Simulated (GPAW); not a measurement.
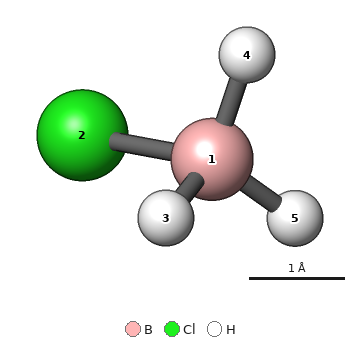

Figure 1. The input geometry (ball-and-stick view, seen at an oblique angle; atoms are numbered from 1 in the order of the input).

## BH$_{3}$Cl (charge −1): property calculation

The run: property calculation of BH$_{3}$Cl, charge −1. Method and program: LDA (PW92)/plane waves, scalar-relativistic datasets (GPAW 26.7.0).

Some settings of this run were made unusual or wrong on purpose. The geometry comes from this level: GFN2-xTB.

### The program's output
```
Energy: -22.35422 eV
Forces (eV/Ang)
B    -0.0005    0.0119    1.2920
Cl   -0.0019   -0.0264    1.9769
H     0.9049    0.0058   -0.2569
H    -0.4492    0.7693   -0.2309
H    -0.4544   -0.7899   -0.2582
HOMO                    -0.538 eV
LUMO: 3.739 eV
Gap                     4.277 eV
```

The run was set up as follows.

### Input file (molecule.py)
```python
from ase import Atoms
from gpaw import GPAW, PW

# Atomic positions
atoms = Atoms(['B', 'Cl', 'H', 'H', 'H'],
    positions=[[ -0.001280,   0.001630,  -0.167010],
               [  0.013600,  -0.021140,   1.707330],
               [  1.152300,   0.011380,  -0.522240],
               [ -0.586640,   1.005700,  -0.497000],
               [ -0.577980,  -0.997580,  -0.521080]])
atoms.set_cell([15.0, 15.0, 15.0])
atoms.center()

# Ground state
gpaw_calc = GPAW(mode=PW(600),
                 convergence={'energy': 0.5, 'density': 0.5, 'eigenstates': 1.0},
                 maxiter=91,
                 xc='LDA',
                 charge=-1,
                 txt='molecule.txt')
atoms.calc = gpaw_calc

energy = atoms.get_potential_energy()
print(f'Energy: {energy:.5f} eV')
forces = atoms.get_forces()
print('Forces (eV/Ang)')
for symbol, f in zip(atoms.symbols, forces):
    print(f'{symbol:2} {f[0]:9.4f} {f[1]:9.4f} {f[2]:9.4f}')
homo, lumo = gpaw_calc.get_homo_lumo()
print(f'HOMO                    {homo:.3f} eV')
print(f'LUMO: {lumo:.3f} eV')
print(f'Gap                     {lumo - homo:.3f} eV')
```

Launched with:
```bash
python3 molecule.py
```

### Outcome

| quantity | value |
| --- | --- |
| outcome | converged |
| energy relative to the program's reference atoms | −22.3542 eV |
| largest force | 1.977 eV/Å |
| hardware | 1 thread of Arm Neoverse V2, 24 GiB of memory available, shared host |
| wall time | 7.9 s |
| peak memory | 1 GiB |

### Diagnosis

Some settings of this run were drawn to be unusual or wrong (conv set to {"energy": 0.5, "density": 0.5, "eigenstates": 1.0}). It converged; results that depend on the unusual settings are not reference values.
